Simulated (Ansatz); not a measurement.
# C₂H₃ClFN: a spread of methods and bases, part 2 of 2

Ansatz 0.2.0, Gaussian basis; the settings change from run to run.

## Step 9: wPBEh/cc-pVTZ

Options: charge +1, multiplicity 2.

Input file in.yaml:

```yaml
crystal:
  periodic: [false, false, false]
  atoms:
    - {symbol: C, position_ang: [-1.051688, 0.314709, 0.018055]}
    - {symbol: N, position_ang: [0.334903, 0.581390, -0.279020]}
    - {symbol: C, position_ang: [1.206390, -0.268195, -0.073835]}
    - {symbol: F, position_ang: [1.010681, -1.491450, 0.424998]}
    - {symbol: Cl, position_ang: [2.867495, -0.023917, -0.400857]}
    - {symbol: H, position_ang: [-1.403422, 1.068511, 0.725621]}
    - {symbol: H, position_ang: [-1.241333, -0.680223, 0.428265]}
    - {symbol: H, position_ang: [-1.630925, 0.442074, -0.898925]}
basis:
  gaussian: {orbitals: cc-pVTZ}
total_charge: 1
magnetization: {spin_polarized: true, initial_magnetization: 1}
hamiltonian: {xc: {name: wPBEh}}
```

Started as:

```console
> ansatz run in.yaml --threads 2 --pin off --events-out ev --progress --plain --max-ram 4352MiB
```

What it wrote:

```text
Functional definition: wPBEh
  name "wPBEh"
  cite "Heyd, Scuseria & Ernzerhof, J. Chem. Phys. 118, 8207 (2003) doi:10.1063/1.1564060"
  cite "Krukau, Vydrov, Izmaylov & Scuseria, J. Chem. Phys. 125, 224106 (2006) doi:10.1063/1.2404663"
  cite "Heyd & Scuseria, J. Chem. Phys. 120, 7274 (2004) doi:10.1063/1.1668634"
  cite "Ernzerhof & Perdew, J. Chem. Phys. 109, 3313 (1998) doi:10.1063/1.476928"
  cite "Perdew, Burke & Ernzerhof, Phys. Rev. Lett. 77, 3865 (1996) doi:10.1103/PhysRevLett.77.3865"
  parent pbe
  parameter a = 0.25
  parameter omega = 0.11/bohr
  exchange = wpbe_x - a*pbe_x_sr(omega) + a*exact_x_sr(omega)
  correlation = pbe_c
1149 factors; their error is unknown
89 factors; integrals over basis functions are off by at most 4.6e-7 eV
mean field evaluation 1: about -18815.0262 eV, gradient 6.4e1 eV
mean field evaluation 2: about -18713.3794 eV, gradient 1.4e2 eV
mean field evaluation 4: about -18828.2903 eV, gradient 3.7e1 eV
mean field evaluation 8: about -18834.1803 eV, gradient 1.4e0 eV
mean field evaluation 16: about -18834.2717 eV, gradient 5.9e-3 eV
mean field evaluation 32: about -18834.2730 eV, gradient 5.8e-2 eV
mean field -18834.27312608 eV, -692.1467710544 hartree, gradient 7.6e-6 eV, S^2 0.757886; 3 other end points of the search recorded, 0 dependent functions left out
reference -18834.27315757 eV, -692.1467722117 hartree; 24, 23 occupied and 172, 173 virtual orbitals, 1149 factors
Total energy: -18834.27315757 eV, -692.1467722117 hartree
```

Run time: 46 s. Hardware: 2 threads of Arm Neoverse V1, shared host; peak memory 0.77 GiB.

⟨S²⟩ 0.758.

## Step 10: B97M-V/STO-3G

Options: atoms shaken by 0.08 Å.

Input file in.yaml:

```yaml
crystal:
  periodic: [false, false, false]
  atoms:
    - {symbol: C, position_ang: [-1.015426, 0.314425, -0.024091]}
    - {symbol: N, position_ang: [0.251743, 0.532782, -0.281918]}
    - {symbol: C, position_ang: [1.234885, -0.284999, -0.042145]}
    - {symbol: F, position_ang: [0.911123, -1.558818, 0.353192]}
    - {symbol: Cl, position_ang: [3.050976, -0.124818, -0.355638]}
    - {symbol: H, position_ang: [-1.392399, 1.005323, 0.680506]}
    - {symbol: H, position_ang: [-1.336588, -0.623215, 0.452345]}
    - {symbol: H, position_ang: [-1.659132, 0.486926, -0.848296]}
basis:
  gaussian: {orbitals: STO-3G}
hamiltonian: {xc: {name: B97M-V}}
output: {forces: true}
```

Same command.

What it wrote:

```text
Functional definition: B97M-V
  name "B97M-V"
  cite "Mardirossian & Head-Gordon, J. Chem. Phys. 142, 074111 (2015) doi:10.1063/1.4907719"
  cite "Becke, J. Chem. Phys. 107, 8554 (1997) doi:10.1063/1.475007"
  cite "Vydrov & Van Voorhis, J. Chem. Phys. 133, 244103 (2010) doi:10.1063/1.3521275"
  # Of w^i u^j: cxij and so on, Table III.
  parameter cx00 = 1.000
  parameter cx01 = 1.308
  parameter cx02 = 1.901
  parameter cx10 = 0.416
  parameter cx11 = 3.070
  parameter css00 = 1.000
  parameter css02 = -1.855
  parameter css10 = -5.668
  parameter css32 = -20.497
  parameter css42 = -20.364
  parameter cos00 = 1.000
  parameter cos01 = 1.573
  parameter cos03 = -6.298
  parameter cos10 = 2.535
  parameter cos32 = -6.427
  parameter b = 6.0
  parameter c = 0.01
  gx(w, u) = cx00 + cx01*u + cx02*u^2 + (cx10 + cx11*u)*w
  gss(w, u) = css00 + css02*u^2 + css10*w + (css32*w^3 + css42*w^4)*u^2
  gos(w, u) = cos00 + cos01*u + cos03*u^3 + cos10*w + cos32*w^3*u^2
  exchange = spin_sum(e_x_unif_s*gx(b97_w, b97_u_x))
  correlation = spin_sum(e_c_pw_mod_same_spin*gss(b97_w, b97_u_same))
      + integral(e_c_pw_mod_opposite_spin*gos(b97_w_opposite, b97_u_opposite)) + vv10(b, c)
423 factors; integrals over basis functions are off by at most 3.3e-5 eV
mean field evaluation 1: about -18625.2970 eV, gradient 3.4e1 eV
mean field evaluation 2: about -18607.4484 eV, gradient 8.7e1 eV
mean field evaluation 4: about -18628.8834 eV, gradient 5.1e0 eV
mean field evaluation 8: about -18628.8783 eV, gradient 7.8e-2 eV
mean field -18628.87833504 eV, -684.5986517053 hartree, gradient 5.4e-5 eV, S^2 0.000000; 0 other end points of the search recorded, 0 dependent functions left out
the calculation of the forces begins
reference -18628.87836123 eV, -684.5986526679 hartree; 24, 24 occupied and 8, 8 virtual orbitals, 423 factors
Total energy: -18628.87836123 eV, -684.5986526679 hartree
Atom 0 at    -1.015426     0.314425    -0.024091 Å, force    -7.437684    -2.913904     2.821237 eV/Å
Atom 1 at     0.251743     0.532782    -0.281918 Å, force    10.968846     2.548316    -2.270472 eV/Å
Atom 2 at     1.234885    -0.284999    -0.042145 Å, force    -2.564649    -1.039255    -0.093164 eV/Å
Atom 3 at     0.911123    -1.558818     0.353192 Å, force     1.106371    -0.225800     0.279086 eV/Å
Atom 4 at     3.050976    -0.124818    -0.355638 Å, force    -1.147831     0.412885     0.074170 eV/Å
Atom 5 at    -1.392399     1.005323     0.680506 Å, force    -0.432782     2.007273     1.516003 eV/Å
Atom 6 at    -1.336588    -0.623215     0.452345 Å, force     0.337037    -0.867966    -0.382895 eV/Å
Atom 7 at    -1.659132     0.486926    -0.848296 Å, force    -0.829308     0.078451    -1.943964 eV/Å
Dipole moment:    -0.410126    -0.180835     0.139822 e Å
```

It took 3.3 s on 2 threads of Arm Neoverse V1, shared host.

Largest force 11.488 eV/Å, dipole 2.26 D.

## Step 11: The runs in one table

```tsv
level	charge	multiplicity	geometry	functions	energy (eV)	time
B97/6-31++G**	1	2	relaxed	117	-18837.276	44 s
r2SCANh/aug-cc-pVTZ	0	1	relaxed	303	-18850.444	16 s
revPBE/pcseg-2	0	1	relaxed	196	-18850.859	2.3 s
wB97X-V/def2-SVP	1	2	relaxed	89	-18828.429	25 s
wB97/ANO-RCC-VTZP	0	1	relaxed	196	-18896.961	19 s
PBE0/6-31G	0	1	shaken	55	-18830.149	1.1 s
wB97/def2-TZVP	0	1	relaxed	179	-18853.667	33 s
wPBEh/cc-pVTZ	1	2	relaxed	196	-18834.273	46 s
B97M-V/STO-3G	0	1	shaken	32	-18628.878	3.3 s
```

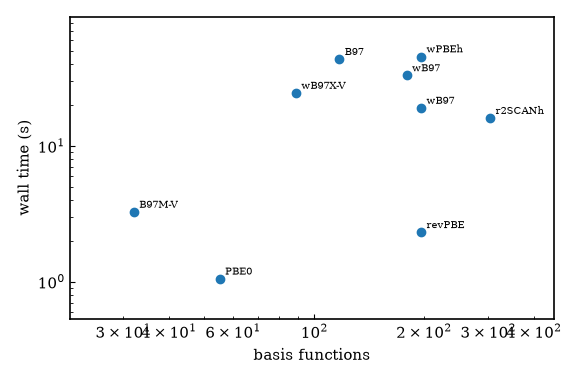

Wall time against the number of basis functions (shared host).

## Step 12: Results

What follows sums up all 2 parts.

| quantity | value |
| --- | --- |
| runs | 9 |
| quickest | PBE0/6-31G, 1.1 s |
| slowest | wPBEh/cc-pVTZ, 46 s |
| spread of total energies, same state and geometry | 46.5 eV |
| dipole, same state and geometry | 1.34 to 1.37 D |

**Reading.** Run time spans a factor of 43, from PBE0/6-31G to wPBEh/cc-pVTZ. The jobs differ in tasks and options as well as level. The totals spread over 47 eV; they can't be compared across methods or bases. Some of these runs are scalar-relativistic and others not, which shifts the totals of all-electron atoms past neon by eV; core potentials, where a basis has them, take the core out of the total altogether. At the PBE0-D4/def2-TZVP geometry and in the same state, runs without warnings or point charges leave forces up to 1.22 eV/Å (revPBE/pcseg-2), against 11.5 eV/Å where the atoms were moved. At that geometry and state the dipole changes by 2 % between the lowest and highest value.
